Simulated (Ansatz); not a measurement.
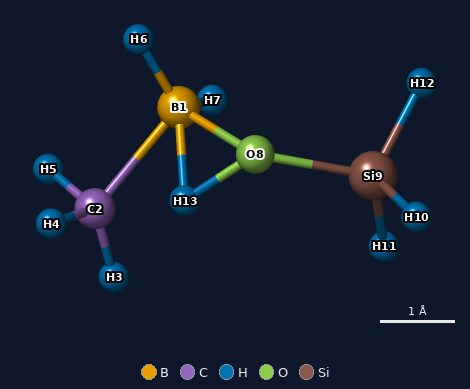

*The starting structure (ball-and-stick view, seen at a tilt; atoms are numbered from 1 in the order of the input).*

**Run report: CH9BOSi, molecular dynamics (part 1 of 4)**

The run: molecular dynamics of CH9BOSi. Method and program: RHF/6-31G* (Ansatz 0.2.0).

The run did not end well. It belongs to a series of runs on one base structure; here: dynamics from the highest image of the converged band.

The program's output:
```
Engine: ansatz 0.2.0, x86_64-unknown-linux-gnu
Functional definition: HF
  exchange = exact_x
  correlation = 0
947 factors; integrals over basis functions are off by at most 6.8e-4 eV
mean field evaluation 1: about -11739.4257 eV, gradient 3.2e1 eV
mean field evaluation 2: about -11739.4960 eV, gradient 3.2e1 eV
mean field evaluation 4: about -11742.0059 eV, gradient 4.2e0 eV
mean field evaluation 8: about -11742.0534 eV, gradient 9.8e-5 eV
mean field -11742.05343097 eV, -431.5125045386 hartree, gradient 1.7e-5 eV, S^2 0.000000; 0 other end points of the search recorded, 0 dependent functions left out
the calculation of the forces begins
reference -11742.05343097 eV, -431.5125045386 hartree; 21, 21 occupied and 61, 61 virtual orbitals, 947 factors
md step     0: t =     0.00 fs  T =   300.0 K  F+E_penalty+E_count = -11742.05343097 eV  E_kin = 0.426558 eV  conserved = -11741.62687298 eV  (32 SCF iters)
these checks for a lower state are left out or cut short: starts, cluster_reference, orbital_swaps, neighbouring_geometries, increment
947 factors; integrals over basis functions are off by at most 6.9e-4 eV
mean field evaluation 16: about -11742.0456 eV, gradient 7.6e-4 eV
mean field -11742.04559032 eV, -431.5122164001 hartree, gradient 2.1e-5 eV, S^2 0.000000; 0 other end points of the search recorded, 0 dependent functions left out
the calculation of the forces begins
reference -11742.04559032 eV, -431.5122164001 hartree; 21, 21 occupied and 61, 61 virtual orbitals, 947 factors
md step     1: t =     0.50 fs  T =   294.5 K  F+E_penalty+E_count = -11742.04559032 eV  E_kin = 0.418801 eV  conserved = -11741.62678963 eV  (31 SCF iters)
[... from here on the SCF iterations and repeated set-up lines of each step are left out, up to the last step ...]
md step     2: t =     1.00 fs  T =   279.2 K  F+E_penalty+E_count = -11742.02352617 eV  E_kin = 0.396986 eV  conserved = -11741.62654037 eV  (31 SCF iters)
md step     3: t =     1.50 fs  T =   256.8 K  F+E_penalty+E_count = -11741.99127155 eV  E_kin = 0.365084 eV  conserved = -11741.62618762 eV  (31 SCF iters)
md step     4: t =     2.00 fs  T =   231.2 K  F+E_penalty+E_count = -11741.95455378 eV  E_kin = 0.328746 eV  conserved = -11741.62580796 eV  (32 SCF iters)
md step     5: t =     2.50 fs  T =   206.9 K  F+E_penalty+E_count = -11741.91959354 eV  E_kin = 0.294122 eV  conserved = -11741.62547143 eV  (31 SCF iters)
md step     6: t =     3.00 fs  T =   187.6 K  F+E_penalty+E_count = -11741.89199657 eV  E_kin = 0.266772 eV  conserved = -11741.62522462 eV  (32 SCF iters)
md step     7: t =     3.50 fs  T =   176.5 K  F+E_penalty+E_count = -11741.87600128 eV  E_kin = 0.250917 eV  conserved = -11741.62508413 eV  (31 SCF iters)
md step     8: t =     4.00 fs  T =   175.2 K  F+E_penalty+E_count = -11741.87419019 eV  E_kin = 0.249150 eV  conserved = -11741.62504038 eV  (31 SCF iters)
md step     9: t =     4.50 fs  T =   184.6 K  F+E_penalty+E_count = -11741.88760711 eV  E_kin = 0.262538 eV  conserved = -11741.62506880 eV  (30 SCF iters)
md step    10: t =     5.00 fs  T =   204.6 K  F+E_penalty+E_count = -11741.91611585 eV  E_kin = 0.290975 eV  conserved = -11741.62514079 eV  (30 SCF iters)
md step    11: t =     5.50 fs  T =   234.6 K  F+E_penalty+E_count = -11741.95883262 eV  E_kin = 0.333600 eV  conserved = -11741.62523216 eV  (31 SCF iters)
md step    12: t =     6.00 fs  T =   273.7 K  F+E_penalty+E_count = -11742.01451485 eV  E_kin = 0.389190 eV  conserved = -11741.62532501 eV  (31 SCF iters)
md step    13: t =     6.50 fs  T =   321.0 K  F+E_penalty+E_count = -11742.08186319 eV  E_kin = 0.456454 eV  conserved = -11741.62540890 eV  (30 SCF iters)
md step    14: t =     7.00 fs  T =   375.7 K  F+E_penalty+E_count = -11742.15972831 eV  E_kin = 0.534248 eV  conserved = -11741.62548074 eV  (30 SCF iters)
md step    15: t =     7.50 fs  T =   437.2 K  F+E_penalty+E_count = -11742.24721823 eV  E_kin = 0.621672 eV  conserved = -11741.62554612 eV  (30 SCF iters)
md step    16: t =     8.00 fs  T =   505.0 K  F+E_penalty+E_count = -11742.34366859 eV  E_kin = 0.718044 eV  conserved = -11741.62562409 eV  (30 SCF iters)
md step    17: t =     8.50 fs  T =   578.6 K  F+E_penalty+E_count = -11742.44840361 eV  E_kin = 0.822657 eV  conserved = -11741.62574678 eV  (30 SCF iters)
md step    18: t =     9.00 fs  T =   657.1 K  F+E_penalty+E_count = -11742.56026978 eV  E_kin = 0.934318 eV  conserved = -11741.62595135 eV  (31 SCF iters)
md step    19: t =     9.50 fs  T =   739.0 K  F+E_penalty+E_count = -11742.67706207 eV  E_kin = 1.050801 eV  conserved = -11741.62626130 eV  (30 SCF iters)
md step    20: t =    10.00 fs  T =   821.8 K  F+E_penalty+E_count = -11742.79511895 eV  E_kin = 1.168451 eV  conserved = -11741.62666811 eV  (32 SCF iters)
md step    21: t =    10.50 fs  T =   901.8 K  F+E_penalty+E_count = -11742.90936850 eV  E_kin = 1.282243 eV  conserved = -11741.62712516 eV  (31 SCF iters)
md step    22: t =    11.00 fs  T =   975.0 K  F+E_penalty+E_count = -11743.01392004 eV  E_kin = 1.386357 eV  conserved = -11741.62756300 eV  (29 SCF iters)
md step    23: t =    11.50 fs  T =  1037.4 K  F+E_penalty+E_count = -11743.10301464 eV  E_kin = 1.475101 eV  conserved = -11741.62791323 eV  (29 SCF iters)
md step    24: t =    12.00 fs  T =  1085.8 K  F+E_penalty+E_count = -11743.17199710 eV  E_kin = 1.543868 eV  conserved = -11741.62812923 eV  (29 SCF iters)
md step    25: t =    12.50 fs  T =  1118.1 K  F+E_penalty+E_count = -11743.21801049 eV  E_kin = 1.589817 eV  conserved = -11741.62819319 eV  (29 SCF iters)
md step    26: t =    13.00 fs  T =  1133.9 K  F+E_penalty+E_count = -11743.24029181 eV  E_kin = 1.612180 eV  conserved = -11741.62811177 eV  (29 SCF iters)
md step    27: t =    13.50 fs  T =  1133.9 K  F+E_penalty+E_count = -11743.24011288 eV  E_kin = 1.612205 eV  conserved = -11741.62790781 eV  (29 SCF iters)
md step    28: t =    14.00 fs  T =  1120.3 K  F+E_penalty+E_count = -11743.22048463 eV  E_kin = 1.592873 eV  conserved = -11741.62761179 eV  (29 SCF iters)
md step    29: t =    14.50 fs  T =  1096.1 K  F+E_penalty+E_count = -11743.18573731 eV  E_kin = 1.558481 eV  conserved = -11741.62725680 eV  (29 SCF iters)
md step    30: t =    15.00 fs  T =  1064.9 K  F+E_penalty+E_count = -11743.14104488 eV  E_kin = 1.514168 eV  conserved = -11741.62687702 eV  (30 SCF iters)
md step    31: t =    15.50 fs  T =  1030.6 K  F+E_penalty+E_count = -11743.09192571 eV  E_kin = 1.465419 eV  conserved = -11741.62650636 eV  (30 SCF iters)
md step    32: t =    16.00 fs  T =   997.0 K  F+E_penalty+E_count = -11743.04374359 eV  E_kin = 1.417568 eV  conserved = -11741.62617577 eV  (31 SCF iters)
md step    33: t =    16.50 fs  T =   967.3 K  F+E_penalty+E_count = -11743.00123904 eV  E_kin = 1.375326 eV  conserved = -11741.62591334 eV  (30 SCF iters)
md step    34: t =    17.00 fs  T =   944.1 K  F+E_penalty+E_count = -11742.96811171 eV  E_kin = 1.342370 eV  conserved = -11741.62574188 eV  (30 SCF iters)
md step    35: t =    17.50 fs  T =   929.1 K  F+E_penalty+E_count = -11742.94668047 eV  E_kin = 1.321003 eV  conserved = -11741.62567764 eV  (30 SCF iters)
md step    36: t =    18.00 fs  T =   922.7 K  F+E_penalty+E_count = -11742.93764670 eV  E_kin = 1.311919 eV  conserved = -11741.62572784 eV  (31 SCF iters)
md step    37: t =    18.50 fs  T =   924.2 K  F+E_penalty+E_count = -11742.94000701 eV  E_kin = 1.314122 eV  conserved = -11741.62588485 eV  (31 SCF iters)
md step    38: t =    19.00 fs  T =   931.9 K  F+E_penalty+E_count = -11742.95119642 eV  E_kin = 1.325076 eV  conserved = -11741.62612060 eV  (31 SCF iters)
md step    39: t =    19.50 fs  T =   943.2 K  F+E_penalty+E_count = -11742.96754747 eV  E_kin = 1.341163 eV  conserved = -11741.62638423 eV  (30 SCF iters)
md step    40: t =    20.00 fs  T =   955.4 K  F+E_penalty+E_count = -11742.98509105 eV  E_kin = 1.358482 eV  conserved = -11741.62660900 eV  (30 SCF iters)
md step    41: t =    20.50 fs  T =   966.2 K  F+E_penalty+E_count = -11743.00057511 eV  E_kin = 1.373842 eV  conserved = -11741.62673281 eV  (30 SCF iters)
md step    42: t =    21.00 fs  T =   974.5 K  F+E_penalty+E_count = -11743.01238455 eV  E_kin = 1.385658 eV  conserved = -11741.62672614 eV  (31 SCF iters)
md step    43: t =    21.50 fs  T =   980.6 K  F+E_penalty+E_count = -11743.02094367 eV  E_kin = 1.394332 eV  conserved = -11741.62661193 eV  (30 SCF iters)
md step    44: t =    22.00 fs  T =   985.9 K  F+E_penalty+E_count = -11743.02831173 eV  E_kin = 1.401849 eV  conserved = -11741.62646241 eV  (31 SCF iters)
md step    45: t =    22.50 fs  T =   992.1 K  F+E_penalty+E_count = -11743.03705061 eV  E_kin = 1.410687 eV  conserved = -11741.62636373 eV  (30 SCF iters)
md step    46: t =    23.00 fs  T =  1000.5 K  F+E_penalty+E_count = -11743.04887929 eV  E_kin = 1.422506 eV  conserved = -11741.62637316 eV  (30 SCF iters)
md step    47: t =    23.50 fs  T =  1010.8 K  F+E_penalty+E_count = -11743.06377192 eV  E_kin = 1.437280 eV  conserved = -11741.62649167 eV  (30 SCF iters)
md step    48: t =    24.00 fs  T =  1022.1 K  F+E_penalty+E_count = -11743.07989978 eV  E_kin = 1.453228 eV  conserved = -11741.62667149 eV  (31 SCF iters)
md step    49: t =    24.50 fs  T =  1032.1 K  F+E_penalty+E_count = -11743.09432462 eV  E_kin = 1.467479 eV  conserved = -11741.62684560 eV  (30 SCF iters)
md step    50: t =    25.00 fs  T =  1038.8 K  F+E_penalty+E_count = -11743.10401852 eV  E_kin = 1.477062 eV  conserved = -11741.62695646 eV  (30 SCF iters)
md step    51: t =    25.50 fs  T =  1040.8 K  F+E_penalty+E_count = -11743.10677995 eV  E_kin = 1.479810 eV  conserved = -11741.62696996 eV  (30 SCF iters)
md step    52: t =    26.00 fs  T =  1037.3 K  F+E_penalty+E_count = -11743.10181710 eV  E_kin = 1.474941 eV  conserved = -11741.62687659 eV  (30 SCF iters)
md step    53: t =    26.50 fs  T =  1029.1 K  F+E_penalty+E_count = -11743.08995858 eV  E_kin = 1.463271 eV  conserved = -11741.62668759 eV  (31 SCF iters)
md step    54: t =    27.00 fs  T =  1017.8 K  F+E_penalty+E_count = -11743.07353345 eV  E_kin = 1.447101 eV  conserved = -11741.62643196 eV  (30 SCF iters)
md step    55: t =    27.50 fs  T =  1005.6 K  F+E_penalty+E_count = -11743.05597168 eV  E_kin = 1.429820 eV  conserved = -11741.62615141 eV  (31 SCF iters)
md step    56: t =    28.00 fs  T =   995.4 K  F+E_penalty+E_count = -11743.04119555 eV  E_kin = 1.415303 eV  conserved = -11741.62589290 eV  (30 SCF iters)
md step    57: t =    28.50 fs  T =   989.7 K  F+E_penalty+E_count = -11743.03291090 eV  E_kin = 1.407211 eV  conserved = -11741.62569973 eV  (30 SCF iters)
md step    58: t =    29.00 fs  T =   990.5 K  F+E_penalty+E_count = -11743.03394002 eV  E_kin = 1.408337 eV  conserved = -11741.62560267 eV  (30 SCF iters)
md step    59: t =    29.50 fs  T =   998.8 K  F+E_penalty+E_count = -11743.04573155 eV  E_kin = 1.420116 eV  conserved = -11741.62561530 eV  (31 SCF iters)
md step    60: t =    30.00 fs  T =  1014.4 K  F+E_penalty+E_count = -11743.06812412 eV  E_kin = 1.442390 eV  conserved = -11741.62573462 eV  (31 SCF iters)
md step    61: t =    30.50 fs  T =  1036.3 K  F+E_penalty+E_count = -11743.09936623 eV  E_kin = 1.473422 eV  conserved = -11741.62594407 eV  (31 SCF iters)
md step    62: t =    31.00 fs  T =  1062.1 K  F+E_penalty+E_count = -11743.13635422 eV  E_kin = 1.510138 eV  conserved = -11741.62621668 eV  (31 SCF iters)
md step    63: t =    31.50 fs  T =  1089.1 K  F+E_penalty+E_count = -11743.17505207 eV  E_kin = 1.548538 eV  conserved = -11741.62651412 eV  (33 SCF iters)
md step    64: t =    32.00 fs  T =  1114.2 K  F+E_penalty+E_count = -11743.21108885 eV  E_kin = 1.584301 eV  conserved = -11741.62678786 eV  (31 SCF iters)
md step    65: t =    32.50 fs  T =  1134.8 K  F+E_penalty+E_count = -11743.24051346 eV  E_kin = 1.613529 eV  conserved = -11741.62698440 eV  (31 SCF iters)
md step    66: t =    33.00 fs  T =  1148.9 K  F+E_penalty+E_count = -11743.26060704 eV  E_kin = 1.633547 eV  conserved = -11741.62706046 eV  (31 SCF iters)
md step    67: t =    33.50 fs  T =  1155.9 K  F+E_penalty+E_count = -11743.27051400 eV  E_kin = 1.643510 eV  conserved = -11741.62700449 eV  (31 SCF iters)
md step    68: t =    34.00 fs  T =  1156.6 K  F+E_penalty+E_count = -11743.27137165 eV  E_kin = 1.644519 eV  conserved = -11741.62685258 eV  (31 SCF iters)
md step    69: t =    34.50 fs  T =  1152.7 K  F+E_penalty+E_count = -11743.26572740 eV  E_kin = 1.639047 eV  conserved = -11741.62668077 eV  (31 SCF iters)
these checks for a lower state are left out or cut short: starts, cluster_reference, orbital_swaps, neighbouring_geometries, increment
947 factors; integrals over basis functions are off by at most 7.2e-4 eV
mean field -11743.25637711 eV, -431.5567119938 hartree, gradient 2.3e-5 eV, S^2 0.000000; 0 other end points of the search recorded, 0 dependent functions left out
the calculation of the forces begins
reference -11743.25637711 eV, -431.5567119938 hartree; 21, 21 occupied and 61, 61 virtual orbitals, 947 factors
md step    70: t =    35.00 fs  T =  1146.2 K  F+E_penalty+E_count = -11743.25637711 eV  E_kin = 1.629806 eV  conserved = -11741.62657085 eV  (31 SCF iters)
```

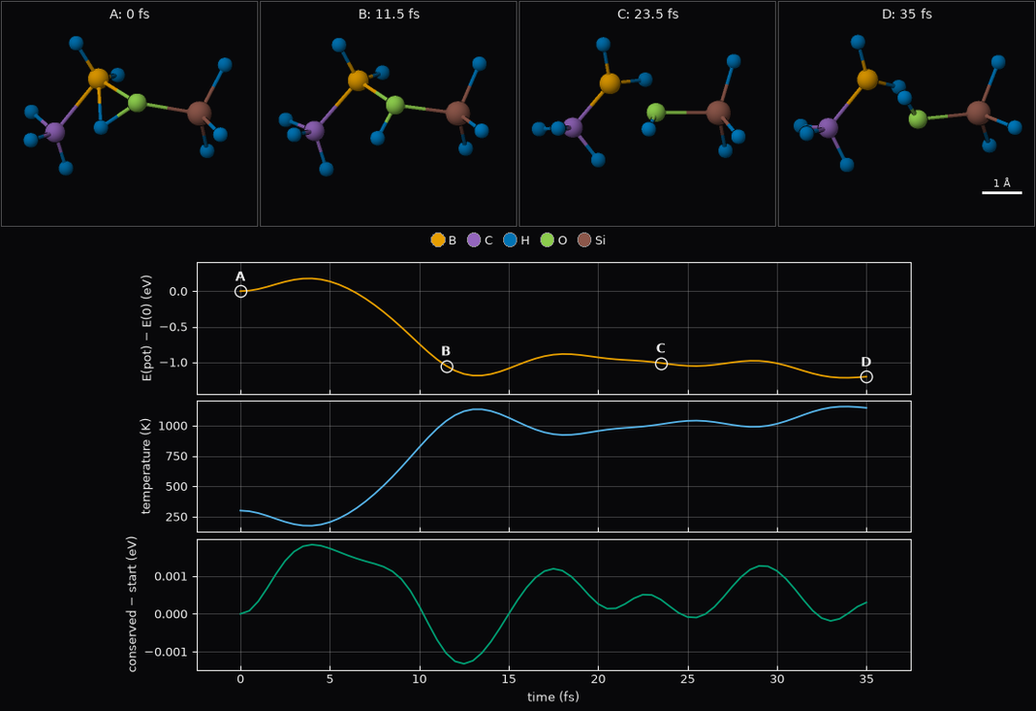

*Frames of the molecular dynamics (ball-and-stick, seen at a tilt) above the curves, on which the letters mark them.*

The trajectory kept here has 71 frames over 35 fs. The temperature starts at 300 K, ranges from 175 to 1157 K and averages 1026 K over the second half. The potential energy ends 1.203 eV below its first value. The conserved quantity stays within 0.0032 eV. After an unweighted best fit of the last frame on the first, the root-mean-square displacement is 0.54 Å, and H13 has moved furthest (1.58 Å).

```
these checks for a lower state are left out or cut short: starts, cluster_reference, orbital_swaps, neighbouring_geometries, increment
947 factors; integrals over basis functions are off by at most 7.3e-4 eV
Unfinished report: {"positions_ang":[[-0.037084853353392386,0.04752655558135562,0.22979197318741199],[-0.024608648311322468,0.2189832891929553,1.8479364990275626],[-0.8250912179832618,-0.35627251959676315,2.3424669790820123],[0.9104921297802873,-0.012889075403887458,2.3851649476375765],[-0.34137707836018005,1.2458650327339096,2.107333050159364],[0.8944687227801006,0.2850438644200242,-0.37748671270773426],[-1.1311909942005556,-0.09813619205143741,-0.15367953796765377],[0.21038416463727377,-2.240410077940166,0.5303264083632847],[-0.9106789624546381,-2.918525029094088,-0.5512988160816175],[-0.6285300799170555,-4.388676928111308,-0.6436334107180679],[-2.3020051644478543,-2.7413953573127006,-0.14049545286127224],[-0.8749556135677359,-2.5480590689939713,-1.9671849308831868],[1.1518123595315621,-2.2068363055438533,0.3408366171399672]],"unchecked":["starts","cluster_reference","orbital_swaps","neighbouring_geometries","increment"],"mean_field":{"relativity":"none","state":{"energy":{"ev":-11743.256377112557,"hartree":-431.55671199382436},"converged":true,"gradient_ev":0.000023220196998157988,"stability":{"kind":"minimum","curvature_ev":32.564734151333106},"curvature_floor_ev":0.00030000000000000003,"spin_squared":2.1316282072803006e-14},"others":[],"fillings":{"estimated":0,"unestimated":0,"tried":0,"untried":0,"excluded_magnetic_sites":0},"n_dropped_functions":0,"n_trapped_functions":0,"passes":{"evaluations":4,"products":27},"factors":{"origin":"Cholesky decomposition","count":947,"bound_ev":0.0007232591331363441},"gradient_stop_ev":0.00009,"reference_kind":"stationary","symmetry":{"irreps":["A"],"axes":[[0.9960945332238357,0.03992506817312629,-0.07875068134918016],[-0.03531526133660746,0.9976280505859864,0.05908557354153287],[0.08092288426839477,-0.0560737159048336,0.9951418115958691]],"occupied":[{"A":21},{"A":21}]},"held":{"pivots":947,"left_out":0,"joined":0},"density_repulsion":{"missed_ev":0.00005584305406426335,"excess_ev":0.0,"most_excess_ev":0.0001134,"are_drawn_again":false,"n_first_factors":947,"energy_change_ev":0.0,"n_dropped_ends":0}},"factors":{"origin":"Cholesky decomposition","count":947,"bound_ev":0.0007232591331363441},"n_frozen":0,"n_occupied":[21,21],"n_virtual":[61,61],"reference":{"ev":-11743.256377112557,"hartree":-431.55671199382436},"total":{"ev":-11743.256377112557,"hartree":-431.55671199382436},"forces_ev_per_angstrom":[[-1.0604835871281015,-0.17304566721181627,3.4985401418505355],[-0.5437953310768091,0.2800804522617831,0.31332978736820716],[0.49270315467493747,-0.12687972485093255,-0.5129813879046153],[-0.39398549928261783,0.31440040365621125,-0.4617411723298192],[0.6073277734621427,-0.12044774632265899,-0.2510148902082376],[1.1099292320606384,0.08492365624248155,-1.194287332314755],[-0.3660314619717541,0.04135489854067179,-0.9907315116397213],[-0.24941182461361222,0.18450363510667897,-1.265711623108186],[0.6922195174624003,-1.4242597376391486,0.07066949375831853],[-0.05909592127028451,0.37892292572956826,0.3256297830578223],[0.11351596085059458,0.2789525570361259,0.5212619854467748],[0.4232735182991584,0.677224647584823,-0.04444077068248613],[-0.7661655314665522,-0.39573030013324256,-0.008522503294946434]],"charge_distribution":{"dipole_moment_e_ang":[0.20775171307718412,-0.1681824366331127,-0.18010690010305885],"mulliken_charges_e":[0.2939535351426006,-0.6497524583038974,0.15899164562446255,0.14491483493864787,0.14271547769155157,-0.057389865603382884,-0.07984047887804557,-0.8932582707423791,0.9005406391597273,-0.16873457638107303,-0.12858574677983814,-0.14757622599542453,0.48402149012704143],"lowdin_charges_e":[-0.08745399777556706,-0.40342411063309225,0.12408425959943015,0.11764305866358671,0.12816242686744572,-5.3662626846584516e-6,0.014869549430665208,-0.4039027753794553,0.49702381431473874,-0.12104698272517056,-0.09273860103275333,-0.11126133285513462,0.33805005778797814]},"n_threads":1,"memory_gib":1.7045454550534487,"seconds":{"hamiltonian":3.696589138,"orbitals":0.0,"second_order":0.0,"solver_start":0.0,"cycles":0.0,"cycle":0.0,"perturbative":0.0,"full_ci_increment":0.0,"forces":0.0}}
Error: SIGTERM received: run cancelled behind 543 evaluations of the mean field
```

Trajectory as extended XYZ (Å, eV, eV/Å), 59 of the 71 frames kept, from step=0 to step=70:
```
13
Properties=species:S:1:pos:R:3:forces:R:3 step=0 time_fs=0.0 energy=-11742.05343 temperature=300.0
B     0.0537   -0.2720    0.1815   -0.0010  -0.0007  -0.0009
C    -0.0507   -0.0099    1.9540   -0.0027  -0.0005   0.0001
H    -0.9454   -0.2820    2.5089    0.0004   0.0005  -0.0007
H     0.8260   -0.1823    2.5713    0.0003  -0.0002   0.0009
H    -0.1099    1.0601    1.7875    0.0014   0.0000  -0.0001
H     1.0730    0.2045   -0.2000   -0.0001  -0.0001  -0.0012
H    -0.9797    0.0835   -0.2983   -0.0005   0.0001   0.0011
O     0.1527   -1.8554    0.2390   -0.0041  -0.0003   0.0013
Si   -0.8834   -2.9418   -0.4733    0.0010   0.0001  -0.0013
H    -0.3849   -4.2969   -0.1954   -0.0003   0.0000   0.0002
H    -2.2373   -2.7928    0.0913    0.0001  -0.0001  -0.0007
H    -0.9198   -2.6970   -1.9228    0.0008   0.0000  -0.0003
H     0.0240   -1.2278    1.2552    0.0048   0.0013   0.0015
```
